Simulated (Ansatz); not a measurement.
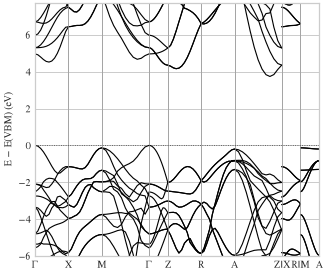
Band structure from DFT-PBE in the program Ansatz with PAW potentials

Question: Read off the gap and where the band edges lie.

Answer: About 3.7 eV (3.74 eV by a search for the band edges); maximum at Γ, minimum on the A–Z line, 75 % of the way from A.

Question: Which compound is it?
A) SiO2, rutile
B) HfO2, P4_2/nmc (Hf on 2a, O on 4d)
C) C, P4_2/ncm (C on 8i, C on 4b)
D) ZrO2, P4_2/nmc (Zr on 2a, O on 4d)

Answer: C, C, P4_2/ncm (C on 8i, C on 4b)

The start of the workflow was typed in or built on a structure type; neither database checked (COD, Materials Project) lists it. It is not the phase usual at ambient conditions (space group No. 194, 227). The PBE relaxation kept the symmetry of its start; whether a distortion lowers the energy is not shown.

Potentials: the earlier of the program's two PAW sets.
